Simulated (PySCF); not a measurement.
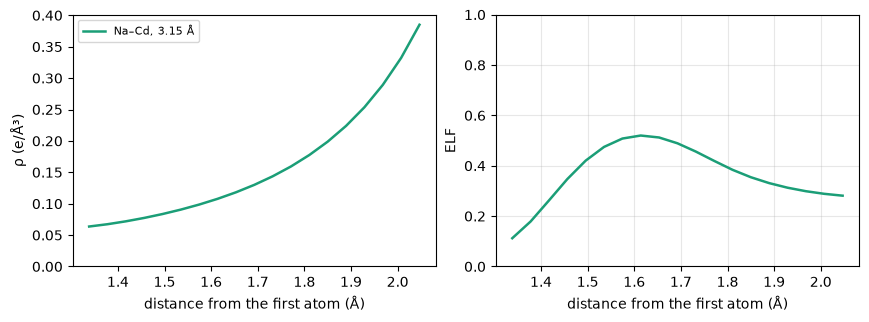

The picture shows: NaCd (charge +1). Electron density and ELF along straight lines between neighbouring atoms. The curves leave out the atomic cores.

Core potentials replace the inner electrons of Cd.

Method: PySCF, PBE0/def2-SVP, non-relativistic Hamiltonian with scalar-relativistic core potentials where named, at a bond length of 3.149 Å.

### What can be read from the curves?

Na–Cd (3.15 Å): the density is about 0.1 e/Å³ at the midpoint; the ELF reaches about 0.50 near the midpoint.
